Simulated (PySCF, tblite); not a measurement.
# C5H7FO: dynamics, then NMR shifts on frames, part 2 of 2

tblite 0.8.0 and PySCF 2.14.0. Atoms count from 0. The steps go on from the part before.

### Step 5. Shielding tensors: 625 fs, PBE0/pcSseg-1

What the job is given:

```
{"job": {"kind": "nmr", "xc": "PBE0", "basis": "pcSseg-1", "pop": false}, "charge": 0, "multiplicity": 1}
C      1.788800     0.657400    -0.857900
O      1.540200    -0.558600    -0.022500
C      0.257900    -0.585600     0.485500
C     -1.072800    -0.595800    -0.204000
C     -0.772500    -1.605200     0.842100
C     -0.184400    -0.730500     1.888500
F     -0.840800     0.275500     2.637300
H      1.909100     1.463400    -0.164900
H      0.895700     0.945800    -1.488300
H      2.661800     0.446500    -1.461200
H     -1.111300    -0.939300    -1.228200
H     -1.772100     0.200600    -0.088600
H     -0.935400    -2.652400     0.840900
H      0.620900    -1.215900     2.483100
```

Method: GIAO PBE0/pcSseg-1 NMR shielding, non-relativistic, gas phase.

Log:

```text
coarse grid: 11944 points
cycle   1  E = -369.1121216579  dE =  1.136e+00  |g| = 6.531e-01  |ddm| = 3.354e+00
cycle   2  E = -369.0339379598  dE =  7.818e-02  |g| = 9.718e-01  |ddm| = 1.258e+00
cycle   3  E = -369.1871904084  dE = -1.533e-01  |g| = 8.538e-02  |ddm| = 7.954e-01
cycle   4  E = -369.1884424787  dE = -1.252e-03  |g| = 3.778e-02  |ddm| = 9.285e-02
cycle   5  E = -369.1887544820  dE = -3.120e-04  |g| = 9.443e-03  |ddm| = 3.961e-02
cycle   6  E = -369.1887717796  dE = -1.730e-05  |g| = 3.693e-03  |ddm| = 1.249e-02
cycle   7  E = -369.1887746993  dE = -2.920e-06  |g| = 5.941e-04  |ddm| = 3.739e-03
final grid: 116456 points
cycle   8  E = -369.2477580698  dE = -2.788e-05  |g| = 1.208e-02  |ddm| = 2.700e-02
cycle   9  E = -369.2477220436  dE =  3.603e-05  |g| = 1.881e-02  |ddm| = 2.165e-02
cycle  10  E = -369.2477867309  dE = -6.469e-05  |g| = 1.449e-03  |ddm| = 1.318e-02
cycle  11  E = -369.2477871854  dE = -4.545e-07  |g| = 2.074e-04  |ddm| = 1.573e-03
cycle  12  E = -369.2477871911  dE = -5.728e-09  |g| = 1.295e-04  |ddm| = 3.110e-04
cycle  13  E = -369.2477871944  dE = -3.263e-09  |g| = 2.217e-05  |ddm| = 1.212e-04
cycle  14  E = -369.2477871945  dE = -8.913e-11  |g| = 6.476e-06  |ddm| = 2.784e-05
converged SCF energy = -369.2477871945

GIAO shielding tensors (ppm)
atom      isotropic    diamagn.    paramagn.     s11        s22        s33       span
  0 C      114.131     246.813    -132.682     68.181     91.533    182.680    114.499
  1 O      290.648     394.373    -103.726    245.410    275.174    351.360    105.950
  2 C      110.351     244.736    -134.385     71.716     95.341    163.996     92.280
  3 C      157.006     250.642     -93.636    132.500    167.692    170.825     38.325
  4 C      149.160     260.369    -111.209    114.507    153.123    179.849     65.342
  5 C       85.982     247.970    -161.988     51.784     66.471    139.691     87.907
  6 F      381.485     473.211     -91.725    340.479    362.309    441.669    101.190
  7 H       27.631      30.301      -2.670     23.694     25.646     33.555      9.861
  8 H       27.398      29.878      -2.480     23.999     26.239     31.957      7.958
  9 H       27.561      28.641      -1.079     23.870     24.885     33.929     10.059
 10 H       29.852      31.152      -1.300     25.792     26.584     37.180     11.388
 11 H       29.875      30.764      -0.890     24.608     27.778     37.238     12.629
 12 H       28.527      32.809      -4.282     24.113     26.808     34.661     10.549
 13 H       25.768      29.078      -3.309     21.267     26.564     29.473      8.206
```

Run time: 15 s. Hardware: 1 thread, shared host.

This run: δ C5 100.9, C2 76.6, C0 72.8, C4 37.8, H13 5.95, H8 4.32 ppm.

### Step 6. NMR shieldings: 800 fs, PBE0/pcSseg-1

What the job is given:

```
{"job": {"kind": "nmr", "xc": "PBE0", "basis": "pcSseg-1", "pop": false}, "charge": 0, "multiplicity": 1}
C      1.961400     0.335100    -0.660800
O      1.530000    -0.847400    -0.028600
C      0.352800    -0.678700     0.616700
C     -1.036900    -0.299500     0.242900
C     -0.778400    -1.506700     1.149900
C      0.070200    -0.694300     2.102900
F     -0.502300     0.392600     2.752000
H      2.050700     1.088400     0.108700
H      1.419300     0.723600    -1.464200
H      3.018700     0.056400    -0.983200
H     -1.366200    -0.447600    -0.827300
H     -1.526300     0.509500     0.814300
H     -1.031400    -2.519700     1.027800
H      0.802900    -1.013400     2.750300
```

Level: GIAO PBE0/pcSseg-1 NMR shielding, non-relativistic, gas phase.

Log:

```text
coarse grid: 11944 points
cycle   1  E = -369.1113559893  dE =  1.251e+00  |g| = 6.227e-01  |ddm| = 3.374e+00
cycle   2  E = -369.0575119607  dE =  5.384e-02  |g| = 8.733e-01  |ddm| = 1.140e+00
cycle   3  E = -369.1779372264  dE = -1.204e-01  |g| = 7.723e-02  |ddm| = 7.017e-01
cycle   4  E = -369.1789543129  dE = -1.017e-03  |g| = 3.226e-02  |ddm| = 8.228e-02
cycle   5  E = -369.1791908805  dE = -2.366e-04  |g| = 7.023e-03  |ddm| = 3.388e-02
cycle   6  E = -369.1792002673  dE = -9.387e-06  |g| = 3.194e-03  |ddm| = 9.710e-03
cycle   7  E = -369.1792026082  dE = -2.341e-06  |g| = 4.494e-04  |ddm| = 3.452e-03
final grid: 116456 points
cycle   8  E = -369.2387123055  dE = -3.550e-05  |g| = 1.132e-02  |ddm| = 2.746e-02
cycle   9  E = -369.2386866068  dE =  2.570e-05  |g| = 1.668e-02  |ddm| = 1.950e-02
cycle  10  E = -369.2387370315  dE = -5.042e-05  |g| = 1.244e-03  |ddm| = 1.159e-02
cycle  11  E = -369.2387373506  dE = -3.192e-07  |g| = 1.753e-04  |ddm| = 1.304e-03
cycle  12  E = -369.2387373554  dE = -4.785e-09  |g| = 1.018e-04  |ddm| = 2.651e-04
cycle  13  E = -369.2387373576  dE = -2.179e-09  |g| = 2.430e-05  |ddm| = 1.079e-04
cycle  14  E = -369.2387373577  dE = -1.304e-10  |g| = 4.173e-06  |ddm| = 3.310e-05
converged SCF energy = -369.2387373577

GIAO shielding tensors (ppm)
atom      isotropic    diamagn.    paramagn.     s11        s22        s33       span
  0 C      125.932     242.967    -117.034     94.664     98.326    184.807     90.143
  1 O      328.583     393.461     -64.878    288.179    320.374    377.196     89.017
  2 C      116.733     242.481    -125.748     84.934    105.469    159.796     74.862
  3 C      160.137     248.367     -88.229    139.104    156.620    184.687     45.583
  4 C      166.975     260.001     -93.026    132.450    168.036    200.439     67.989
  5 C       96.749     249.440    -152.691     58.473     73.465    158.309     99.836
  6 F      409.537     474.682     -65.146    351.206    420.461    456.943    105.737
  7 H       28.101      29.643      -1.542     24.254     26.069     33.980      9.726
  8 H       28.964      30.955      -1.991     25.565     26.603     34.723      9.158
  9 H       26.787      26.465       0.322     22.396     24.329     33.637     11.241
 10 H       28.613      29.255      -0.642     24.252     25.444     36.142     11.890
 11 H       29.107      28.904       0.203     21.558     28.507     37.255     15.697
 12 H       29.478      33.455      -3.977     24.603     26.466     37.364     12.761
 13 H       27.040      32.396      -5.356     22.403     28.597     30.119      7.716
```

Wall time 15 s (1 thread, shared host).

This run: δ C5 90.2, C2 70.2, C0 61.0, C3 26.8, H9 4.93, H13 4.68 ppm.

### Step 7. NMR shieldings: 1000 fs, PBE0/pcSseg-1

What the job is given:

```
{"job": {"kind": "nmr", "xc": "PBE0", "basis": "pcSseg-1", "pop": false}, "charge": 0, "multiplicity": 1}
C      2.113800     0.693300    -0.016800
O      1.365500    -0.481700    -0.224100
C      0.251300    -0.601000     0.527600
C     -1.160800    -0.801300     0.128000
C     -0.470000    -1.758600     1.053300
C      0.106700    -0.705300     2.011100
F     -0.731700     0.077700     2.776500
H      2.952900     0.595200     0.683900
H      1.456900     1.490700     0.536800
H      2.449800     1.049200    -0.933100
H     -1.480700    -1.137100    -0.818300
H     -1.863500    -0.160600     0.666800
H     -0.369000    -2.787800     1.096100
H      0.938000    -0.970700     2.567500
```

Level: GIAO PBE0/pcSseg-1 NMR shielding, non-relativistic, gas phase.

Log:

```text
coarse grid: 11944 points
cycle   1  E = -369.1096145845  dE =  1.344e+00  |g| = 6.396e-01  |ddm| = 3.378e+00
cycle   2  E = -369.0516691095  dE =  5.795e-02  |g| = 8.913e-01  |ddm| = 1.153e+00
cycle   3  E = -369.1805979551  dE = -1.289e-01  |g| = 7.473e-02  |ddm| = 7.087e-01
cycle   4  E = -369.1815429461  dE = -9.450e-04  |g| = 3.136e-02  |ddm| = 7.997e-02
cycle   5  E = -369.1817593784  dE = -2.164e-04  |g| = 7.373e-03  |ddm| = 3.322e-02
cycle   6  E = -369.1817699540  dE = -1.058e-05  |g| = 3.183e-03  |ddm| = 9.278e-03
cycle   7  E = -369.1817722368  dE = -2.283e-06  |g| = 3.014e-04  |ddm| = 3.101e-03
final grid: 116456 points
cycle   8  E = -369.2400978971  dE = -3.460e-05  |g| = 1.154e-02  |ddm| = 3.241e-02
cycle   9  E = -369.2400735463  dE =  2.435e-05  |g| = 1.664e-02  |ddm| = 1.971e-02
cycle  10  E = -369.2401235782  dE = -5.003e-05  |g| = 1.318e-03  |ddm| = 1.165e-02
cycle  11  E = -369.2401239323  dE = -3.541e-07  |g| = 1.517e-04  |ddm| = 1.327e-03
cycle  12  E = -369.2401239356  dE = -3.318e-09  |g| = 9.556e-05  |ddm| = 2.544e-04
cycle  13  E = -369.2401239376  dE = -1.989e-09  |g| = 2.090e-05  |ddm| = 9.921e-05
cycle  14  E = -369.2401239377  dE = -8.822e-11  |g| = 4.951e-06  |ddm| = 2.628e-05
converged SCF energy = -369.2401239377

GIAO shielding tensors (ppm)
atom      isotropic    diamagn.    paramagn.     s11        s22        s33       span
  0 C      124.224     245.012    -120.787     87.372    100.086    185.215     97.842
  1 O      332.744     394.689     -61.945    280.885    314.526    402.820    121.936
  2 C      115.016     240.502    -125.485     83.244     91.712    170.093     86.849
  3 C      165.153     246.429     -81.277    143.147    173.261    179.050     35.903
  4 C      165.535     261.916     -96.382    122.483    172.127    201.993     79.510
  5 C       94.833     248.315    -153.482     54.122     73.055    157.323    103.201
  6 F      419.066     472.814     -53.748    367.028    421.765    468.406    101.378
  7 H       27.794      28.301      -0.507     24.246     25.084     34.052      9.805
  8 H       26.601      28.481      -1.880     23.421     24.823     31.559      8.139
  9 H       28.587      30.364      -1.777     24.470     25.695     35.597     11.127
 10 H       30.232      30.690      -0.458     26.178     26.538     37.980     11.802
 11 H       29.957      28.937       1.020     22.510     28.677     38.685     16.175
 12 H       29.813      34.479      -4.666     24.756     27.444     37.241     12.485
 13 H       27.137      31.348      -4.212     23.303     27.939     30.169      6.866
```

It took 15 s on 1 thread, shared host.

Key values: δ C5 92.1, C2 71.9, C0 62.7, C3 21.8, H8 5.12, H13 4.58 ppm.

### Step 8. Comparing the runs: NMR shifts

Shifts (ppm) of some atoms, chosen among heavy atoms and hydrogens apart, with basis size and wall time:

```
  frame    C0    C2    C4    H8    H9    O1      F6  functions  time
 250 fs  65.4  63.2  22.7  4.09  3.40  35.8  -231.4        154  15 s
 425 fs  64.1  69.0  26.8  3.98  4.27  18.5  -243.8        154  15 s
 625 fs  72.8  76.6  37.8  4.32  4.16  45.4  -210.5        154  15 s
 800 fs  61.0  70.2  19.9  2.75  4.93   7.5  -238.6        154  15 s
1000 fs  62.7  71.9  21.4  5.12  3.13   3.3  -248.1        154  15 s
```

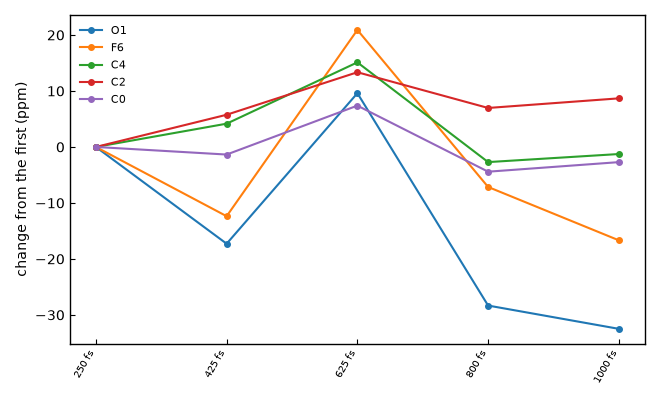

How five of the tabulated atoms move from run to run.

### Step 9. Summary of results

The summary covers parts 1 to 2.

| quantity | value |
| --- | --- |
| thermostat | 300 K |
| mean temperature, second half | 248 K |
| mean potential energy above the minimum | 0.42 eV |
| ¹³C shifts against TMS (PBE0/pcSseg-1, 250 fs) | 89.4, 65.4, 63.2, 26.5, 22.7 ppm |
| ¹H shifts against TMS (PBE0/pcSseg-1, 250 fs) | 5.95, 4.54, 4.09, 3.40, 1.58, 1.54, 1.23 ppm |
| ¹⁷O shifts against H2O (PBE0/pcSseg-1, 250 fs) | 35.8 ppm |
| ¹⁹F shifts against CFCl3 (PBE0/pcSseg-1, 250 fs) | -231.4 ppm |
| range of the shift of O1 | 3.3 to 45.4 ppm |

What this shows: In the second half the potential energy averages 0.42 eV above the minimum; equipartition over 36 harmonic modes at 300 K would give 0.47 eV. With 14 atoms the temperature swings widely (146 to 338 K). Shifts at one fixed geometry are not the observed spectrum, which averages over the motion. In the first frame run (250 fs): The widest tensor belongs to O1: span 137 ppm, with a paramagnetic part of -94 ppm. Across the 5 runs the shift of O1 moves most, between 3.3 (1000 fs) and 45.4 ppm (625 fs).
